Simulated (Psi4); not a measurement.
**AlSiH5O2 (SMILES O[SiH2][O][AlH2]): HF/cc-pVDZ**

Aim: the vertical ionisation energy of AlSiH5O2 at HF/cc-pVDZ, from 2 runs. 

The results are computed with Psi4 1.11.

### Step 1. The system as given

The species is AlSiH5O2 (9 atoms), meant as a singlet with charge 0. SMILES: `O[SiH2][O][AlH2]`. Geometry: relaxed at PBE0-D4/def2-TZVP. This is one conformer, not always the lowest.

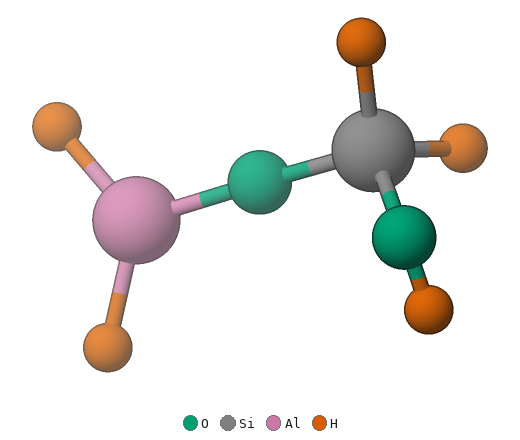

The structure, seen from a chosen angle (oxygen teal, silicon grey, aluminium pink, hydrogen orange).

### Step 2. A single-point energy at HF/cc-pVDZ

calc.inp reads:

```
memory 1600 mb

molecule geom {
  0 1
  O     -0.795100     1.829400    -0.898200
  Si     0.173000     1.196700     0.266900
  O      0.250800    -0.418900     0.197700
  Al     0.325700    -2.080500    -0.060600
  H     -1.740800     1.705800    -0.810900
  H      1.506100     1.782800     0.005000
  H     -0.337300     1.564900     1.614200
  H     -0.959500    -2.795700    -0.636800
  H      1.665600    -2.830600     0.305400
  symmetry c1
}

set {
  puream true
  e_convergence 1e-09
  d_convergence 1e-08
  scf_type pk
}

e, wfn = energy('scf/cc-pVDZ', return_wfn=True)
oeprop(wfn, 'LOWDIN_CHARGES', 'MULLIKEN_CHARGES', 'QUADRUPOLE')
print_variables()
```

On the command line:

```bash
$ psi4 -n 1 calc.inp calc.out
```

calc.out:

```text
[...]
  Running in c1 symmetry.
[...]
  Nuclear repulsion =  209.406386990649736
[...]
  Multiplicity = 1
[...]
  Nalpha       = 24
  Nbeta        = 24
[...]
    Number of basis functions: 89
[...]
   @RHF iter   1:  -683.46630609705744   -1.14024e+00   6.83750e-03 ADIIS/DIIS
[...]
   @RHF iter  11:  -683.61960773443536   -2.27374e-12   4.10539e-09 DIIS
[...]
    Orbital Energies [Eh]
    ---------------------
    Doubly Occupied:
       1A    -68.826010     2A    -58.496570     3A    -20.553560
       4A    -20.542206     5A     -6.166257     6A     -4.911041
       7A     -4.274464     8A     -4.273175     9A     -4.272186
      10A     -3.226548    11A     -3.225226    12A     -3.223038
      13A     -1.343061    14A     -1.305591    15A     -0.764724
      16A     -0.686131    17A     -0.597128    18A     -0.576189
      19A     -0.546376    20A     -0.520921    21A     -0.503270
      22A     -0.494852    23A     -0.442777    24A     -0.423987
[...]
  @RHF Final Energy:  -683.61960773443536
   => Energetics <=
    Nuclear Repulsion Energy =            209.4063869906497359
    One-Electron Energy =               -1365.6614127229881888
    Two-Electron Energy =                 472.6354179979031187
    Total Energy =                       -683.6196077344353625
[...]
 Multipole Moments:
 ------------------------------------------------------------------------------------
     Multipole            Electronic (a.u.)      Nuclear  (a.u.)        Total (a.u.)
 ------------------------------------------------------------------------------------
 L = 1.  Multiply by 2.5417464519 to convert [e a0] to [Debye]
 Dipole X            :         -0.0491475           -0.3836187           -0.4327662
 Dipole Y            :         -1.8512374            1.4530596           -0.3981778
 Dipole Z            :         -0.4995510            0.7073552            0.2078043
 Magnitude           :                                                    0.6237105
 L = 2.  Multiply by 1.3450342976 to convert [e a0^2] to [Debye ang]
 Quadrupole XX       :        -86.2307584           58.3631201          -27.8676383
 Quadrupole XY       :         74.8118898          -75.9081637           -1.0962739
[...]
  Mulliken Charges: (a.u.)
   Center  Symbol    Alpha    Beta     Spin     Total
       1     O     4.24796  4.24796  0.00000 -0.49592
       2    SI     6.48826  6.48826  0.00000  1.02347
       3     O     4.45265  4.45265  0.00000 -0.90530
       4    AL     6.05576  6.05576  0.00000  0.88848
       5     H     0.40710  0.40710  0.00000  0.18579
       6     H     0.58128  0.58128  0.00000 -0.16257
       7     H     0.59420  0.59420  0.00000 -0.18839
       8     H     0.58759  0.58759  0.00000 -0.17518
       9     H     0.58520  0.58520  0.00000 -0.17039
   Total alpha = 24.00000, Total beta = 24.00000, Total charge =  0.00000
[...]
```

Wall time 6.9 s (1 thread of AMD EPYC 9R45 (Zen 5), shared host); peak memory 0.41 GiB.

### Step 3. The doublet cation, same level

input.inp reads:

```
memory 1600 MB

molecule {
  1 2
  O     -0.795100     1.829400    -0.898200
  Si     0.173000     1.196700     0.266900
  O      0.250800    -0.418900     0.197700
  Al     0.325700    -2.080500    -0.060600
  H     -1.740800     1.705800    -0.810900
  H      1.506100     1.782800     0.005000
  H     -0.337300     1.564900     1.614200
  H     -0.959500    -2.795700    -0.636800
  H      1.665600    -2.830600     0.305400
  symmetry c1
  no_reorient
  no_com
}

set {
  basis         cc-pVDZ
  reference     uhf
  puream        true
  e_convergence 1e-09
  d_convergence 1e-08
  scf_type      pk
  maxiter       100
}

result, w = energy("hf", return_wfn=True)
oeprop(w, "MULLIKEN_CHARGES", "WIBERG_LOWDIN_INDICES", "QUADRUPOLE")
```

On the command line:

```bash
$ psi4 -n 1 input.inp input.out
```

input.out:

```text
[...]
  Running in c1 symmetry.
[...]
  Nuclear repulsion =  209.406386990649736
[...]
  Multiplicity = 2
[...]
  Nalpha       = 24
  Nbeta        = 23
[...]
    Number of basis functions: 89
[...]
   @UHF iter   1:  -683.04470819116762   -7.18646e-01   6.84367e-03 ADIIS/DIIS
[...]
   @UHF iter  19:  -683.23185380620328   -2.61480e-12   4.37115e-09 DIIS
[...]
   @S^2 Observed:                8.367998597E-01
[...]
  @UHF Final Energy:  -683.23185380620328
   => Energetics <=
    Nuclear Repulsion Energy =            209.4063869906497359
    One-Electron Energy =               -1356.1894510518177412
    Two-Electron Energy =                 463.5512102549647580
    Total Energy =                       -683.2318538062032758
  UHF NO Occupations:
  HONO-2 :   22  A 1.9978338
  HONO-1 :   23  A 1.9580486
[...]
 Multipole Moments:
 ------------------------------------------------------------------------------------
     Multipole            Electronic (a.u.)      Nuclear  (a.u.)        Total (a.u.)
 ------------------------------------------------------------------------------------
 L = 1.  Multiply by 2.5417464519 to convert [e a0] to [Debye]
 Dipole X            :         -4.4373903            4.6029949            0.1656046
 Dipole Y            :         -5.2574231            0.7908504           -4.4665727
 Dipole Z            :          4.1531252           -4.1163904            0.0367348
 Magnitude           :                                                    4.4697926
 L = 2.  Multiply by 1.3450342976 to convert [e a0^2] to [Debye ang]
 Quadrupole XX       :        -78.7635217           58.8014617          -19.9620599
 Quadrupole XY       :         71.7624958          -75.8207116           -4.0582158
[...]
  Mulliken Charges: (a.u.)
   Center  Symbol    Alpha    Beta     Spin     Total
       1     O     4.23615  4.23357  0.00258 -0.46973
       2    SI     6.50327  6.51680 -0.01352  0.97993
       3     O     4.47460  4.37177  0.10283 -0.84638
       4    AL     5.90259  6.03926 -0.13667  1.05815
       5     H     0.40115  0.40112  0.00003  0.19773
       6     H     0.55428  0.54810  0.00618 -0.10238
       7     H     0.56381  0.56373  0.00008 -0.12754
       8     H     0.68335  0.16237  0.52098  0.15428
       9     H     0.68080  0.16328  0.51752  0.15592
   Total alpha = 24.00000, Total beta = 23.00000, Total charge =  1.00000
[...]
```

Run time: 7.5 s. Hardware: 1 thread of AMD EPYC 9R45 (Zen 5), shared host; peak memory 0.41 GiB.

### Step 4. Summary of results

Level: HF/cc-pVDZ.

```
                                          quantity          value
                    singlet AlSiH5O2: total energy  -683.61961 Eh
                   singlet AlSiH5O2: dipole moment         1.59 D
                     singlet AlSiH5O2: HOMO energy      -11.54 eV
                     singlet AlSiH5O2: LUMO energy        1.53 eV
                   singlet AlSiH5O2: HOMO–LUMO gap       13.06 eV
                      doublet cation: total energy  -683.23185 Eh
doublet cation: HOMO energy (highest over α and β)      -15.75 eV
 doublet cation: LUMO energy (lowest over α and β)       -9.58 eV
                              doublet cation: ⟨S²⟩          0.837
vertical ionisation energy (to the doublet cation)      10.551 eV
```

What this shows: The vertical ionisation energy comes to 10.55 eV (1018 kJ/mol). The negative HOMO energy of the first species, 11.54 eV, lies 0.99 eV above that difference. Mulliken charges (singlet AlSiH5O2) run from -0.91 on O3 to +1.02 on Si2; they depend strongly on the basis. Mulliken charges (doublet cation) run from -0.85 on O3 to +1.06 on Al4.
